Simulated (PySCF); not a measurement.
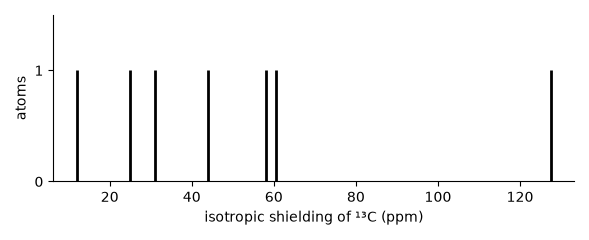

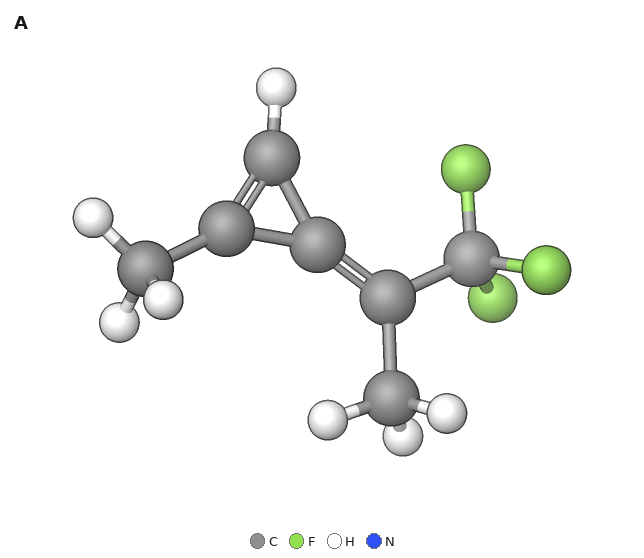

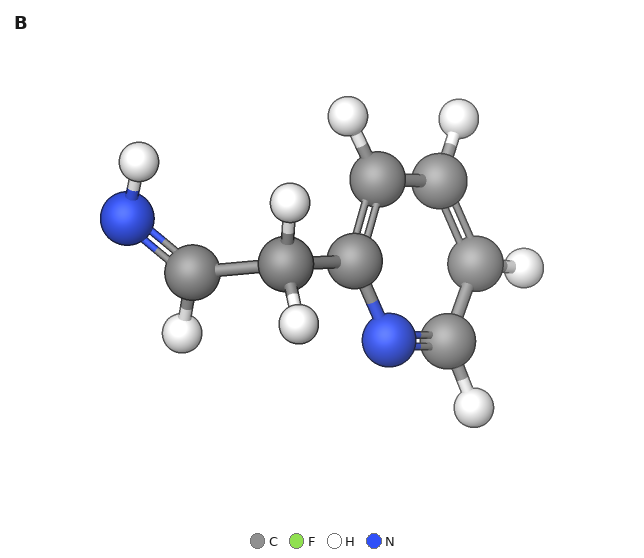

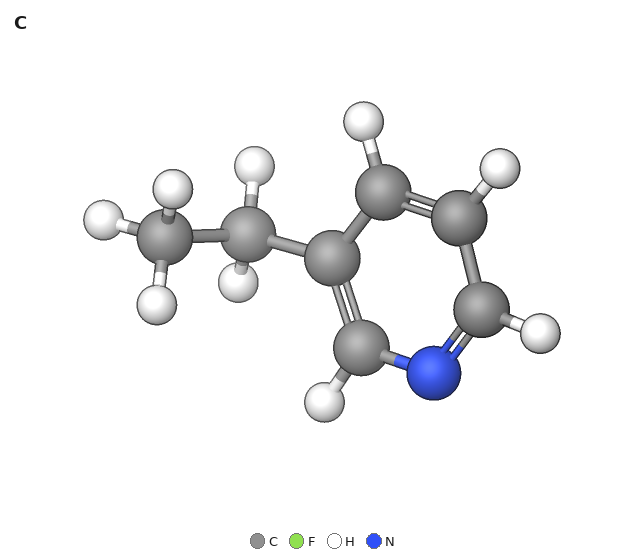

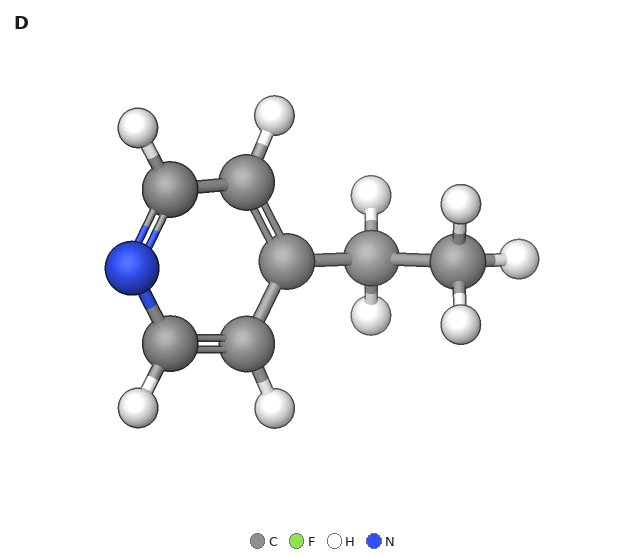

The sticks are computed shieldings of one of the molecules, for one fixed geometry (GFN2-xTB) without averaging over rotations. Low shielding means a high chemical shift. Method: GIAO PBE0/pcSseg-1 NMR shielding, non-relativistic, gas phase (PySCF 2.14.0).

Match the spectrum to a structure.

B, `[H]/N=C\Cc1ccccn1`. Its 7 C atoms give lines at 12.0, 25.0, 31.1, 44.0, 58.2, 60.6, 127.5 ppm.
